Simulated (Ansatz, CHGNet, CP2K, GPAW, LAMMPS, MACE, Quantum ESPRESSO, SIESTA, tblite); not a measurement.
## Glassy 63SiO2-9CaO-11ZnO-11SrO-6Sc2O3 (mol %) (98 atoms): runs against a plane-wave reference

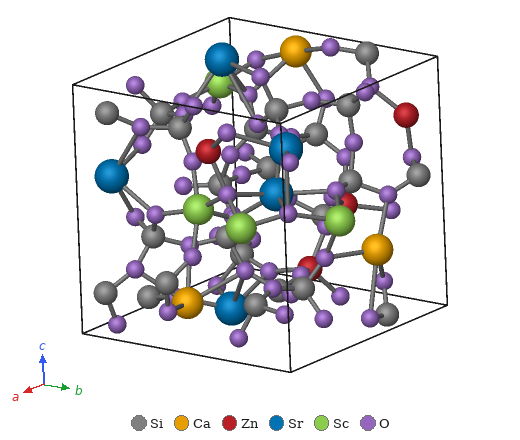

The cell (silicon grey, calcium orange, zinc red, strontium blue, scandium green, oxygen purple). Some periodic images of atoms are drawn too.

Density of this cell: 3.11 g/cm³. The cell holds 98 atoms: 22 Si, 3 Ca, 4 Zn, 4 Sr, 4 Sc and 61 O. Cell: a = 11.025 Å, b = 11.025 Å, c = 11.025 Å, α = 90.0°, β = 90.0°, γ = 90.0°. 98 atoms (22 Si, 3 Ca, 4 Zn, 4 Sr, 4 Sc, 61 O) placed at random at 2.93 g/cm³, melted at 4000 K for 10 ps at fixed volume with the Morse and Coulomb pair potential with partial charges (Pedone, Malavasi, Menziani, Cormack and Segre, J. Phys. Chem. B 110, 11780 (2006)). Quenched from 4000 K to 300 K at 25 K/ps and fixed volume, held 10 ps at zero pressure, then minimised at fixed cell.

Geometry: as built.

The reference, a calculation:

| Property | Result |
| --- | --- |
| method | Kohn-Sham DFT, PBE, PAW, plane waves (Ansatz 0.2.0); cutoff 420 eV, Γ point, fermi-dirac smearing of 0.05 eV; PAW set soft_2 |
| r.m.s. force component | 0.9374 eV/Å |
| longest force | 3.122 eV/Å |
| pressure | 4.616 GPa |
| gap (highest filled to lowest empty level) | 2.774 eV |
| SCF cycles | 10 |
| time | 11 s on 8 threads of Arm Neoverse V2, shared host |
| CPU time | 78 s |

Runs, in no order:
A. tblite GFN1-xTB: GFN1-xTB tight binding, diagonalisation
B. GPAW PBE, LCAO dzp, h 0.18 Å: Kohn-Sham DFT, PBE, PAW, atomic orbitals (dzp)
C. SIESTA PBE, DZ, shift 0.01 Ry, mesh 500 Ry: Kohn-Sham DFT, PBE, PseudoDojo 0.4.1 norm-conserving pseudopotentials (converted to PSML), numerical atomic orbitals (DZ), diagonalisation
D. CP2K PBE, DZVP-MOLOPT-SR, 800/50 Ry, diagonalisation: Kohn-Sham DFT, PBE, GTH-PBE pseudopotentials, Gaussian and plane waves, DZVP-MOLOPT-SR-GTH, diagonalisation
E. SIESTA PBE, DZP, shift 0.01 Ry, mesh 200 Ry: Kohn-Sham DFT, PBE, PseudoDojo 0.4.1 norm-conserving pseudopotentials (converted to PSML), numerical atomic orbitals (DZP), diagonalisation

**Question.** Rank the runs by how far their forces lie from the reference's, least first.

D, E, B, A, C.

| run | Δ force, r.m.s. (meV/Å) | share of r.m.s. force (%) | CPU time |
| --- | --- | --- | --- |
| D. CP2K PBE, DZVP-MOLOPT-SR, 800/50 Ry, diagonalisation | 92.8 | 9.90 | 6.8 min |
| E. SIESTA PBE, DZP, shift 0.01 Ry, mesh 200 Ry | 246 | 26.2 | 2.6 min |
| B. GPAW PBE, LCAO dzp, h 0.18 Å | 361 | 38.5 | 5.1 min |
| A. tblite GFN1-xTB | 664 | 70.8 | 6.2 s |
| C. SIESTA PBE, DZ, shift 0.01 Ry, mesh 500 Ry | 1097 | 117 | 3 min |

Periodic xTB results under one method name differ between programs and library versions. The network of bonds at the start is that of the classical potential that made the cell, and needn't be the one that DFT or experiment would give. The electronic-structure runs sample only Γ, in a cell whose shortest periodic width is 11 Å.

[Hosts, paths, dates, database ids (printed as entryN), source tags and the programs' standing remarks are cut or masked in the printed files.]
